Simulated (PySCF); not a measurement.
System: C$_{3}$H$_{5}$ClF$_{2}$Ge.

The calculation's input:

```
{"job": {"kind": "uv", "xc": "PBE0", "basis": "def2-SVPD", "nstates": 8, "ntriplets": 3}, "charge": 0, "multiplicity": 1}
C     -1.706653     1.246558     0.156888
C     -1.223201     0.034893    -0.056142
C      0.019329    -0.228938    -0.824750
Ge     1.574616    -0.736564     0.376580
F      2.946503    -1.185499    -0.643248
F      2.223713     0.733460     1.099843
Cl     1.470868    -2.152895     1.916914
H     -1.216672     2.126923    -0.225414
H     -2.613274     1.404363     0.714124
H     -1.725110    -0.837207     0.343035
H      0.354161     0.655245    -1.366288
H     -0.103081    -1.061023    -1.517568
```

Command:

```sh
OMP_NUM_THREADS=1 python probes_run.py task.json out
```

Geometry: GFN2-xTB.

Method: PBE0/def2-SVPD, SCF density, gas phase in PySCF 2.14.0.

### What can the converged electron density and electron localisation function tell about the bonding?

C–C (1.32 Å): the density is about 2.3 e/Å³ at the midpoint; the ELF peaks at about 0.90 between the atoms (a multiple bond).
C–H (1.08 Å): ρ at the midpoint is about 2 e/Å³; the ELF climbs to about 1 towards the hydrogen, as it does in any bond to H: an ordinary covalent bond to hydrogen.
C–C (1.48 Å): the density is about 1.8 e/Å³ at the midpoint; the ELF peaks at about 0.95 between the atoms, as expected for localised, covalent bonding.

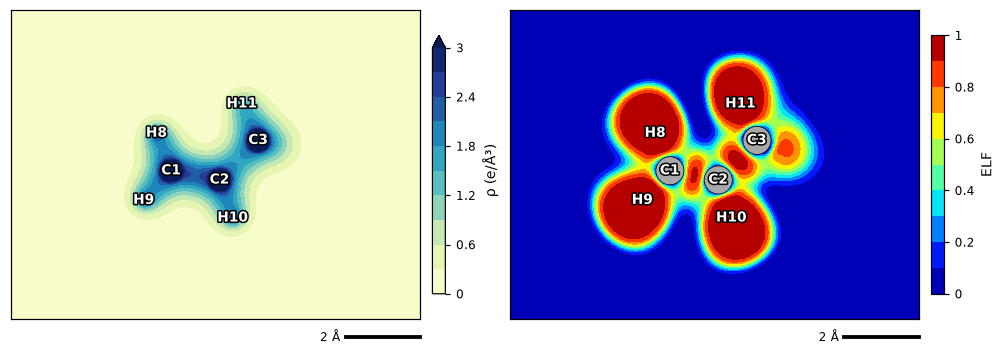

Computed electron density and electron localisation function on the plane of atoms C2, C1 and H8, in this order. Grey discs cover the atomic cores in the ELF map. 
